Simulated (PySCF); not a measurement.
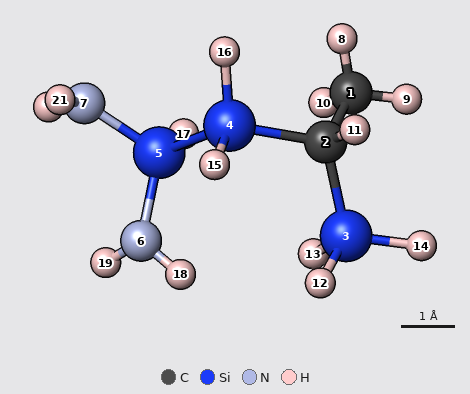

**Figure 1.** The structure as given in the input (ball-and-stick view, seen at a tilt; atoms are numbered from 1 in the order of the input). Bond lengths as drawn: C–C 1.53 Å, C–H 1.09 to 1.10 Å, C–Si 1.90 to 1.92 Å, H–N 1.01 Å, H–Si 1.46 to 1.48 Å, N–Si 1.73 to 1.74 Å and Si–Si 2.30 Å.

## C₂H₁₄N₂Si₃: NMR shielding calculation

System: C₂H₁₄N₂Si₃, SMILES C[C@H]([SiH3])[SiH2][SiH](N)N.
Method: GIAO PBE0/pcSseg-1 NMR shielding, non-relativistic, gas phase (PySCF 2.14.0).

The geometry comes from this level: GFN2-xTB. Figures and captions count atoms from 1; the log counts them from 0 in places.

**Log**
```
coarse grid: 17848 points
cycle   1  E = -1061.8882369287  dE =  3.127e-01  |g| = 6.428e-01  |ddm| = 3.995e+00
cycle   2  E = -1061.8221246388  dE =  6.611e-02  |g| = 8.390e-01  |ddm| = 1.259e+00
cycle   3  E = -1061.9805922493  dE = -1.585e-01  |g| = 4.496e-02  |ddm| = 7.918e-01
cycle   4  E = -1061.9810340509  dE = -4.418e-04  |g| = 1.470e-02  |ddm| = 5.918e-02
cycle   5  E = -1061.9810770963  dE = -4.305e-05  |g| = 6.746e-03  |ddm| = 1.858e-02
cycle   6  E = -1061.9810874201  dE = -1.032e-05  |g| = 1.168e-03  |ddm| = 6.062e-03
cycle   7  E = -1061.9810877006  dE = -2.805e-07  |g| = 3.774e-04  |ddm| = 1.354e-03
final grid: 155392 points
cycle   8  E = -1062.0135274923  dE = -2.595e-05  |g| = 9.223e-03  |ddm| = 2.575e-02
cycle   9  E = -1062.0135120740  dE =  1.542e-05  |g| = 1.240e-02  |ddm| = 1.815e-02
cycle  10  E = -1062.0135466503  dE = -3.458e-05  |g| = 5.311e-04  |ddm| = 1.049e-02
cycle  11  E = -1062.0135466987  dE = -4.841e-08  |g| = 2.132e-04  |ddm| = 6.145e-04
cycle  12  E = -1062.0135467092  dE = -1.043e-08  |g| = 5.290e-05  |ddm| = 2.031e-04
cycle  13  E = -1062.0135467097  dE = -5.198e-10  |g| = 2.091e-05  |ddm| = 6.872e-05
```

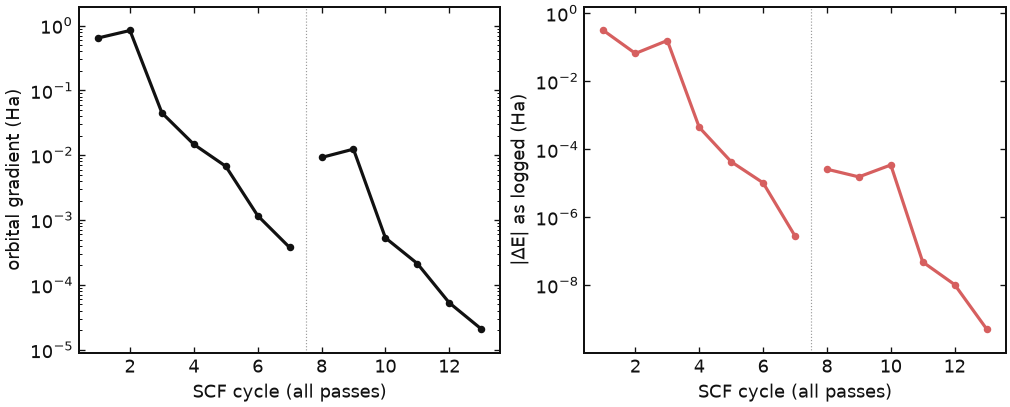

**Figure 2.** Convergence of the self-consistent field: orbital gradient and size of the energy change against the SCF cycle. The dotted line marks the change from a coarse to the final integration grid. The first 7 cycles use a coarse grid, the final grid takes over at cycle 8, and the field converges after 13 cycles in all.

```
converged SCF energy = -1062.0135467097

GIAO shielding tensors (ppm)
atom      isotropic    diamagn.    paramagn.     s11        s22        s33       span
  0 C      169.300     248.422     -79.122    157.962    162.247    187.691     29.729
  1 C      190.164     256.050     -65.886    176.170    192.534    201.788     25.618
  2 Si     414.294     881.496    -467.202    377.131    387.940    477.812    100.681
  3 Si     414.595     883.333    -468.738    378.592    399.223    465.970     87.378
  4 Si     382.091     879.812    -497.722    338.986    398.418    408.867     69.880
  5 N      230.240     320.597     -90.357    191.627    243.001    256.091     64.464
  6 N      241.265     315.222     -73.957    228.926    235.221    259.648     30.722
  7 H       30.250      30.471      -0.221     25.259     28.029     37.463     12.204
  8 H       30.266      29.716       0.550     24.975     27.888     37.936     12.960
  9 H       30.620      32.034      -1.415     26.360     29.731     35.768      9.409
 10 H       31.205      32.099      -0.893     26.831     27.866     38.919     12.088
 11 H       27.765      30.717      -2.951     24.322     25.962     33.012      8.690
 12 H       27.993      31.263      -3.270     24.460     27.799     31.720      7.260
 13 H       27.725      30.085      -2.360     24.076     25.320     33.778      9.702
 14 H       27.648      31.821      -4.173     24.439     25.883     32.623      8.184
 15 H       27.788      31.543      -3.755     23.792     26.531     33.040      9.248
 16 H       26.204      31.172      -4.968     23.274     24.804     30.535      7.261
 17 H       31.389      34.190      -2.800     23.377     29.240     41.550     18.173
 18 H       31.234      30.203       1.030     24.204     27.297     42.200     17.996
 19 H       30.859      28.614       2.245     23.873     26.537     42.167     18.295
 20 H       31.203      30.541       0.662     24.053     27.774     41.781     17.728
```

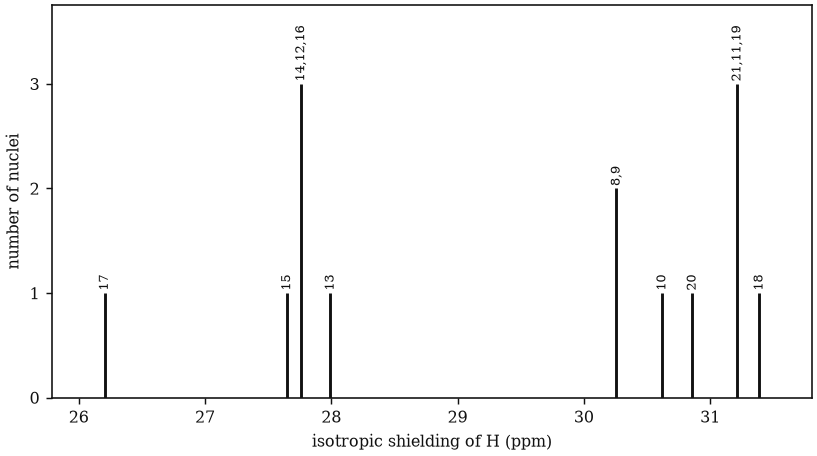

**Figure 3.** Isotropic shieldings of the hydrogen nuclei in this fixed geometry, labelled by atom number; shielding grows to the right, so chemical shift grows to the left. The least shielded is H17 (26.2 ppm), the most shielded H18 (31.4 ppm).

This output came from the following input.

**The input**
```
{"job": {"xc": "PBE0", "basis": "pcSseg-1", "kind": "nmr", "pop": false}, "charge": 0, "multiplicity": 1}
C     -1.808597    -1.267539    -1.065051
C     -1.674486    -0.469670     0.232021
Si    -2.053041     1.367442    -0.066719
Si     0.029905    -0.789021     1.046214
Si     1.755512     0.014030    -0.240955
N      1.950739     1.682479     0.195381
N      3.176373    -0.900974     0.114873
H     -1.646629    -2.330103    -0.885642
H     -2.799890    -1.149103    -1.503070
H     -1.076588    -0.936810    -1.800144
H     -2.431060    -0.845053     0.929393
H     -1.894314     2.132626     1.172381
H     -1.140448     1.902743    -1.085634
H     -3.427155     1.534442    -0.553243
H     -0.052041    -0.206193     2.399812
H      0.107893    -2.243586     1.284257
H      1.668820    -0.169410    -1.705677
H      1.140414     2.279603     0.226118
H      2.737340     2.201161    -0.164177
H      4.022441    -0.710921    -0.397427
H      3.405890    -1.079202     1.078495
```

The first line tells a small driver script what to run in PySCF; the rest is the geometry in Å.

Command:
```bash
OMP_NUM_THREADS=1 python <driver script> task.json out
```

**Key numbers**

```json
{"quantity": "outcome", "value": "converged"}
{"quantity": "total energy", "value": "−1062.013547 hartree"}
{"quantity": "HOMO", "value": "−7.05 eV"}
{"quantity": "LUMO", "value": "−0.15 eV"}
{"quantity": "dipole moment", "value": "1.13 D"}
{"quantity": "isotropic shielding, C", "value": "169.3 to 190.2 ppm"}
{"quantity": "isotropic shielding, Si", "value": "382.1 to 414.6 ppm"}
{"quantity": "isotropic shielding, N", "value": "230.2 to 241.3 ppm"}
{"quantity": "isotropic shielding, H", "value": "26.2 to 31.4 ppm"}
{"quantity": "hardware", "value": "1 CPU thread, shared host"}
{"quantity": "wall time", "value": "26 s"}
{"quantity": "peak memory", "value": "1 GiB"}
```
